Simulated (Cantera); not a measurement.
A closed system holds: 1 mol Si₂H₆, 0.02 mol HCl, 8.7 mol H₂, equilibrated at 3.00 mbar.

Cantera equilibrium calculation (NASA polynomials, part measured and part estimated; ideal gas, pure solids and liquids). Candidate condensed phases: Si; 19 gas species. The feed counts by its element totals alone. Gases not in the tables: Si₂H₆ and higher silanes. The numbers say what is thermodynamically allowed, not how fast it happens.

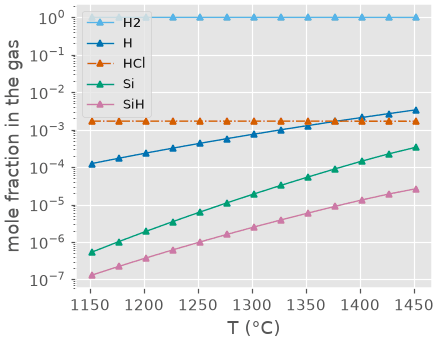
Fig. 1. Equilibrium gas composition (values under 1e-9 drawn at 1e-9)

From 1152 °C to 1402 °C the condensed part is Si(s). From 1427 °C to 1452 °C the condensed part is Si(l). The main Si-bearing gas is SiCl₂ at 1152 °C and Si at 1452 °C.
